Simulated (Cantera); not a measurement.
Feed: 1 mol SiC, 0.014 mol N₂O, 5.1 mol H₂, equilibrated at 13.3 mbar.

Equilibrium computed with Cantera from the NASA thermochemical tables; the gas is ideal and each condensed phase is pure. Candidate condensed phases: C, C₆H₆, C₇H₈, C₈H₁₈, H₂O, Si, SiC, SiO₂, Si₂N₂O, Si₃N₄; 151 gas species. Mutual solubility and eutectic melting of coexisting phases are not modelled. Gases not in the tables: Si₂H₆ and higher silanes. Rates play no part.

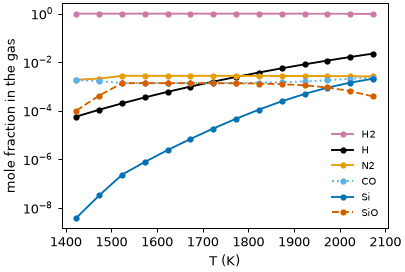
Figure. Equilibrium gas composition (values under 1e-9 drawn at 1e-9)

Read off the mole fractions at 1673 K.

H₂ about 0.99, N₂ about 0.0027, SiO about 0.0014, CO about 0.0014, H about 0.00098, Si about 6.8e-6.
